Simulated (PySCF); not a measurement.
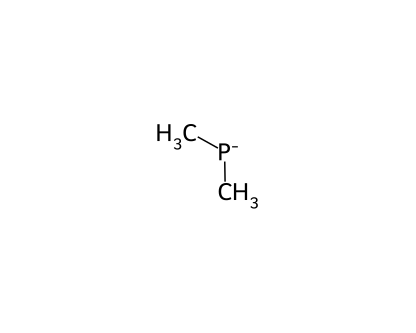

Charge −1, singlet. The geometry was computed by an optimisation with GFN2-xTB. No frequency run is at hand to confirm it as a minimum. Properties computed with B3LYP/def2-SVPD, gas phase (PySCF 2.14.0).

**Give the mean static polarisability at this level.**

74.2 bohr³.

The geometry is semi-empirical. Around P such bond lengths and angles can be off by a tenth of an ångström or more and by several degrees, and values that hang on the shape move with them.
